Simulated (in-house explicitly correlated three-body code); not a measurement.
Two electrons around a point charge Z = 11.5. Computed variationally in 260 exponentially correlated functions with an in-house code, non-relativistic, converged to about 10⁻⁸ of the energy. Wanted, and plotted below: the distribution of the distance r₁₂ between the electrons in the ground state (one pair, times 4πr₁₂²) and its difference from that of the Kohn-Sham determinant with the same density, the Coulomb hole.

The pair density peaks near r₁₂ = 0.15 bohr, and ⟨r₁₂⟩ = 0.1983 bohr. Correlation takes weight from short distances: the hole is deepest (−0.085 bohr⁻¹) near 0.077 bohr and first changes sign near 0.16 bohr, moving 0.76 % of the pair outwards. The mean cosine of the angle between the electrons is −0.0116, and the density-functional correlation energy is −45.81 millihartree.

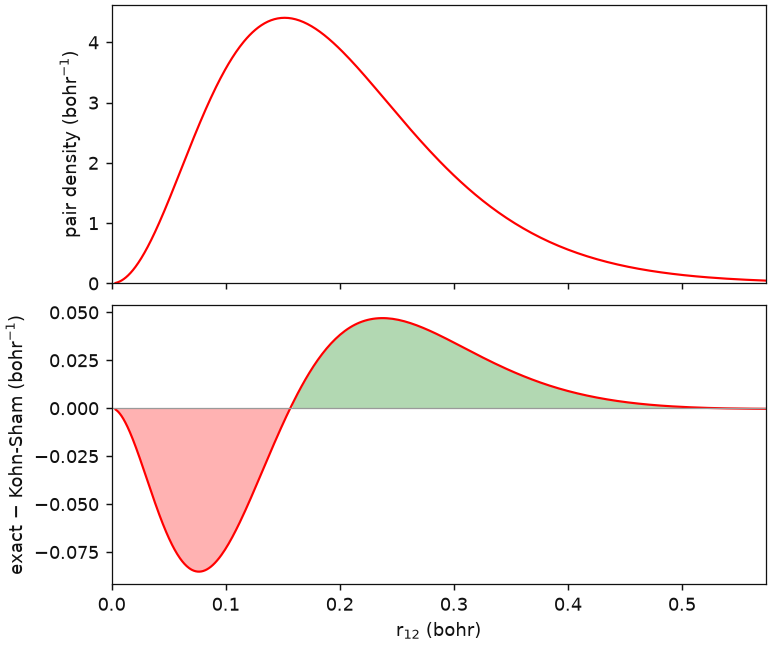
